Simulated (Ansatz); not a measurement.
CH₇BSi···H₂

```xyz
12

B    -0.0501   -0.6238   -0.3570
H     0.2354    0.8843    2.1946
H     0.9086    0.0791   -0.5393
C    -1.4480   -0.0767   -0.7858
H    -2.3217   -0.6213   -0.4150
H    -1.5709    0.9951   -0.5893
H    -1.4570   -0.1688   -1.8874
Si    0.1892   -2.5044    0.3667
H    -0.2922   -3.4901   -0.6524
H     1.5887   -2.8782    0.7238
H    -0.6593   -2.7061    1.5826
H    -0.1216    0.3211    2.5276
```

Theory: Ansatz 0.2.0, RKS PBE0/6-31G*.

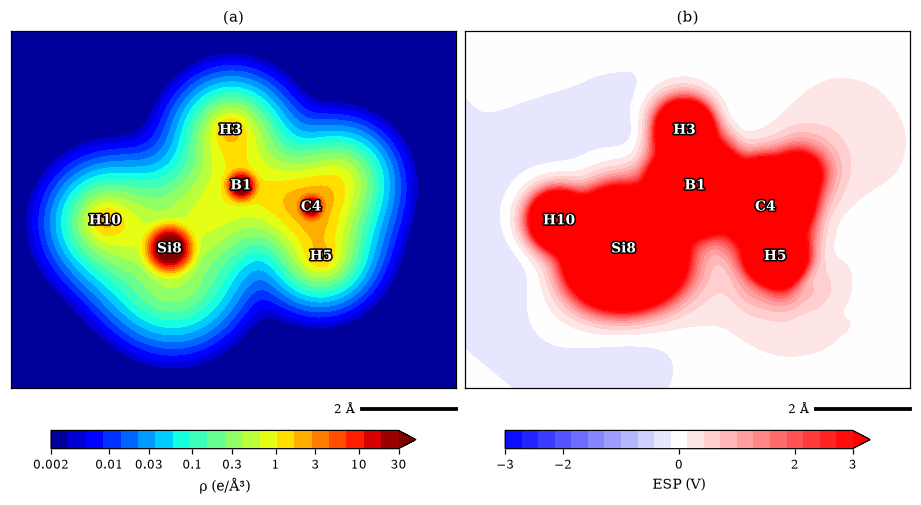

Figure 1. (a) total electron density; (b) molecular electrostatic potential on the plane of atoms H3, B1 and Si8.

**What does the map show?**

- The section cuts through B, H, C and Si sites.
- B1···H10 (2.99 Å): the density falls to about 0.34 e/Å³ on the way: a weak contact between the two molecules.
- C–B (1.56 Å): ρ is about 1.4 e/Å³ halfway.
- Si–B (2.03 Å): ρ is about 0.79 e/Å³ halfway.
- C–H (1.09 Å): ρ is about 1.9 e/Å³ halfway.
- B–H (1.20 Å): ρ is about 1.2 e/Å³ halfway.
- The potential has no marked negative region in this plane.

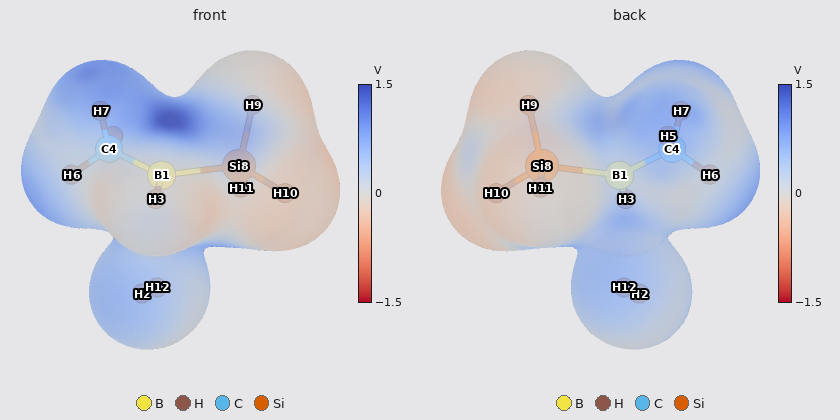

Figure 2. The molecular electrostatic potential painted on the density surface at 0.002 e/bohr³, seen from the front and from behind; the colour scale runs from red (negative) to blue (positive).

**Where is the surface potential most negative and most positive?**

The most negative region (about −0.3 V) lies over H3, H9, H10 and H11, the most positive (about +1.4 V) over B1.

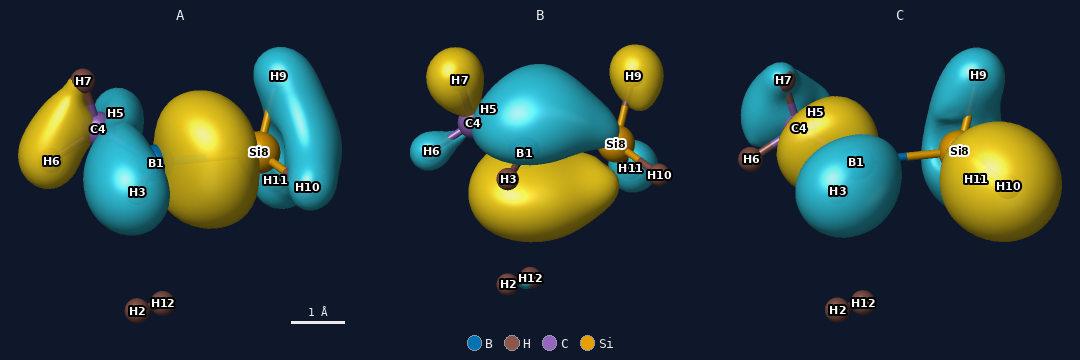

Figure 3. Three frontier orbitals at ±0.1 Å⁻³ᐟ² (yellow and cyan are the two phases), in no order.

**Order the three orbitals by energy and name them.**

C is the HOMO−1 (−9.03 eV). Its weight (Hirshfeld) is mainly on Si8 (about 20 %), H10 (about 20 %), C4 (about 15 %), B1 (about 15 %), H3 (about 10 %) and H11 (about 5 %). A is the HOMO (−7.81 eV). Its weight (Hirshfeld) is mainly on Si8 (about 35 %), B1 (about 30 %), H3 (about 10 %) and C4 (about 10 %). B is the LUMO (−1.55 eV). Its weight (Hirshfeld) is mainly on B1 (about 55 %), Si8 (about 15 %) and C4 (about 10 %).

**What is the HOMO–LUMO gap?**

6.26 eV between the orbital energies.
